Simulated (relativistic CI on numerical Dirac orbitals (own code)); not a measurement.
# Run report: Ru³⁺, relativistic CI calculation

System: Ru³⁺.
Method: Dirac-Coulomb-Breit CI, KLI orbitals optimised for each configuration, model QED (radiative potential, 1s self-energy scaled to tabulated hydrogen-like ionisation energies), valence Slater integrals scaled by 0.8, Kramers-Heisenberg scattering through one core-hole configuration in a parametric crystal field (relativistic CI on numerical Dirac orbitals, in-house).

Results in brief:

| quantity | value |
| --- | --- |
| outcome | converged |
| hardware | 1 CPU thread, shared host |
| CPU time | 1.9 s |

Remarks:

Caveats: free-ion energies: absolute edge positions are off by a few eV from solids; atomic spin-orbit and Slater integrals without covalency.

Input file:
```
atom Ru  Z=44  charge=3  electrons=41
nucleus A=102  rms_radius_fm=4.4809
hamiltonian dirac-coulomb  breit=on  qed=on  c_scale=1
orbitals kli  potential=per-configuration
slater_scale 0.8
correlation none
mixing on
configurations
  [Kr] 4d5
  [Ne] 3s2 3p5 3d10 4s2 4p6 4d6
end
rixs M2,3 T=300 core_hole_width=1.2
crystal_field Oh 10Dq=6000
```

The run was one of a batch that the task file lists, launched with:
```bash
python <driver script> task.json out
```

The program writes its results to a structured record and prints no log; tables and figures of this report are taken from that record.

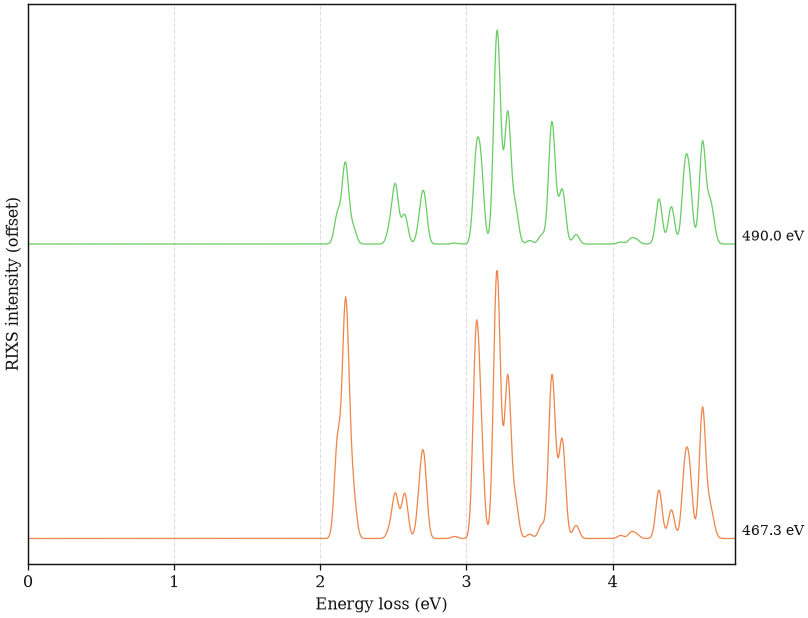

**Figure 1.** Resonant inelastic X-ray scattering at the M₂,₃ edge of Ru³⁺ (ruthenium, Z = 44), [Kr] 4d⁵, in a field of Oh symmetry with 10Dq = 6,000 cm⁻¹, for two incident energies; the elastic line is left out and the lowest final levels are broadened by a Gaussian of 0.05 eV. Computed by the Kramers–Heisenberg formula on Dirac–Coulomb–Breit multiplets, Slater integrals scaled by 0.8, 300 K, core-hole width 1.2 eV, all polarisations summed. At 467.3 eV the curve peaks at 2.2, 2.7, 3.1, 3.2, 3.3, 3.6, 3.7, 4.3, 4.5 and 4.6 eV; among the strongest single levels are 2.17 eV (Γ₈, S = 1.5, 100 %), 3.20 eV (Γ₈, S = 1.4, 95 %) and 3.07 eV (Γ₈, S = 1.5, 82 %). At 490.0 eV the curve peaks at 2.2, 2.5, 2.7, 3.1, 3.2, 3.3, 3.6, 3.7, 4.5 and 4.6 eV; among the strongest single levels are 3.20 eV (Γ₈, S = 1.4, 70 %), 3.58 eV (Γ₈, S = 1.3, 54 %) and 3.22 eV (Γ₇, S = 1.4, 53 %). Percentages refer to the strongest inelastic level of all.
